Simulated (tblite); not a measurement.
# C3H9BGeO2: the cost of one run

Computed with tblite 0.8.0 and PySCF 2.14.0, with density-fitted response routines of our own, on a single molecule in the gas phase. Atoms count from 0, in the outputs and in this text.

## 1. The starting structure

16 atoms, charge 0, multiplicity 1; geometry from: force field or distance geometry start.

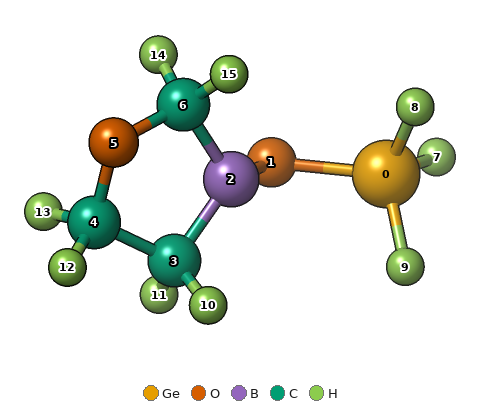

The starting geometry (germanium amber, oxygen orange, boron purple, carbon teal, hydrogen green), atoms numbered; sticks join atoms by distance.

## 2. Optimising the geometry with GFN2-xTB

The job: settings as JSON, then the geometry in Å.

```
{"job": {"kind": "relax", "xc": "GFN2-xTB", "basis": "xTB"}, "charge": 0, "multiplicity": 1}
Ge     2.730700     0.293400    -0.099900
O      1.177400     0.616800    -0.966800
B      0.150200     0.129400    -0.046900
C     -0.717300    -1.102900    -0.406600
C     -2.123900    -0.599300    -0.113800
O     -2.085400     0.470700     0.801600
C     -0.844600     1.134600     0.642100
H      3.910900     0.776000    -0.976700
H      2.753600     1.071000     1.243800
H      2.869200    -1.224500     0.176900
H     -0.457200    -1.947400     0.283700
H     -0.597100    -1.416300    -1.458000
H     -2.756300    -1.415300     0.298200
H     -2.587800    -0.242300    -1.068400
H     -0.981300     2.050300     0.025400
H     -0.448900     1.414900     1.654100
```

The run is started by

```bash
> OMP_NUM_THREADS=1 python probes_run.py task.json out
```

This one command runs all jobs of the session in turn.

Q: Estimate the wall time and peak memory of this first job on 1 thread of Arm Neoverse N1, shared host.

About 1.2 s, with a peak of 0.18 GiB.
